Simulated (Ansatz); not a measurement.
## Electronic structure of C2H7GaO3 (SMILES C[O][Ga]([OH])[O]C) in real space

```xyz
13

C     0.3662   -1.3561    1.3252
C    -1.7815    0.8004   -0.6279
Ga    1.0426    0.5701   -0.6647
O     1.3193   -0.7249    0.5225
O     2.4629    1.2392   -1.4756
O    -0.5394    1.2377   -1.0944
H     0.8416   -2.2074    1.8417
H    -0.4900   -1.7598    0.7523
H    -0.0426   -0.6878    2.1069
H     3.2783    0.8242   -1.1747
H    -2.5565    1.5068   -0.9700
H    -2.0561   -0.1985   -1.0171
H    -1.8448    0.7562    0.4758
```

Geometry: PBE0-D4/def2-SVP.

All numbers below come from isolated molecule in a Gaussian basis; Kohn-Sham density functional theory, functional PBE0 in Ansatz 0.2.0.

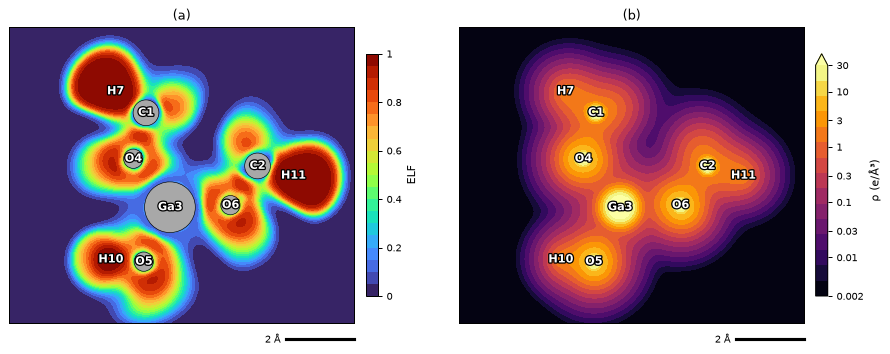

Figure 1. (a) electron localisation function; (b) electron density on the plane of atoms Ga3, O5 and H10. Grey discs cover the atomic cores in the ELF map.

Question: What does the map show?

Answer:
- Atoms in the plane: C, Ga, O and H.
- C–O (1.40 Å): ρ at the midpoint is about 2.1 e/Å³, with its minimum of 1.7 e/Å³ about 0.5 Å from C; the ELF peaks at about 0.90 between the atoms: a polar covalent bond.
- Ga–O (1.77 Å): ρ is about 0.92 e/Å³ halfway; the ELF peaks at about 0.85 in the valence shell of O, 0.6 Å from its nucleus, and is about 0.25 at the midpoint.
- O–H (0.96 Å): ρ is about 3.7 e/Å³ halfway; the ELF climbs to about 1 towards the hydrogen, as it does in any bond to H; a covalent bond by its length.
- C–H (1.10 Å): the density is about 2 e/Å³ at the midpoint; the ELF climbs to about 1 towards the hydrogen: a covalent bond by its length.
- The ELF also peaks beside O5, O6 and O4, away from the bonds: lone-pair regions.

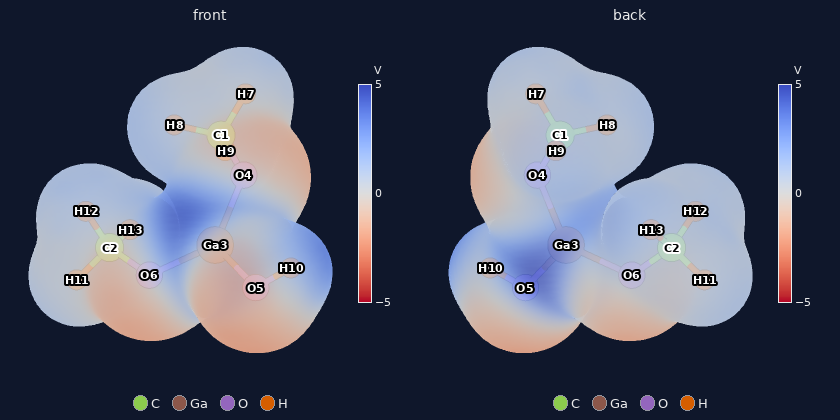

Figure 2. The molecular electrostatic potential painted on the density surface at 0.004 e/bohr³, seen from the front and from behind; red is negative and blue positive.

Question: Where is the surface potential most negative and most positive?

Answer: The most negative region (about −1.8 V, or −42 kcal/mol for a unit charge) lies over O5, the most positive (about +4.1 V, or +95 kcal/mol for a unit charge) over Ga3. O5 is the likeliest acceptor of a hydrogen bond.

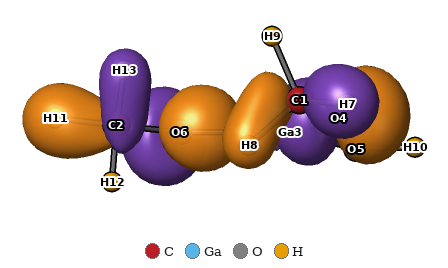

Figure 3. The HOMO−1 at ±0.15 Å⁻³ᐟ² (orange and purple are the two phases), seen from one side.

Question: Describe this orbital and give its energy.

Answer: Its weight (Hirshfeld) is mainly on O6 (about 30 %), O4 (about 30 %), C2 (about 10 %), C1 (about 10 %) and Ga3 (about 5 %). Its energy is −8.13 eV.

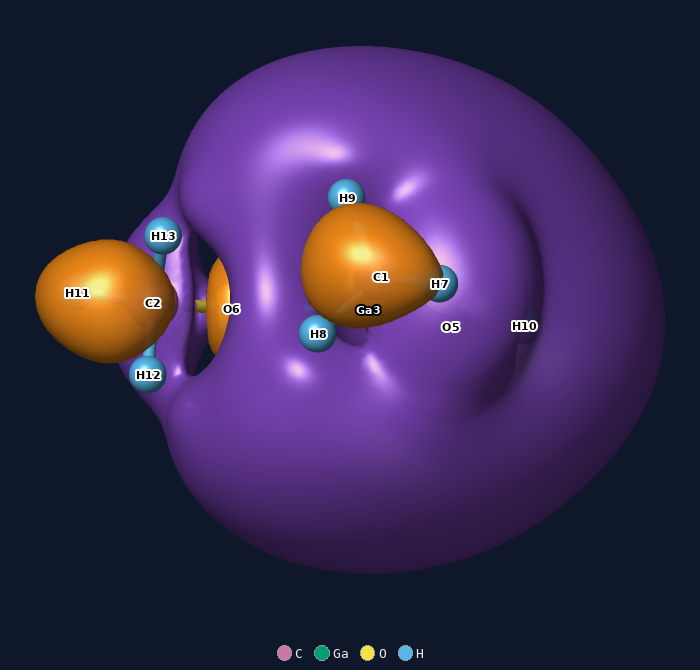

Figure 4. The LUMO at ±0.04 Å⁻³ᐟ² (orange and purple are the two phases), seen from one side.

Question: What is the character of this orbital?

Answer: It lies mainly on Ga3 (about 55 %), O5 (about 10 %), O4 (about 10 %), O6 (about 10 %) and H10 (about 5 %). Its energy is −1.06 eV.
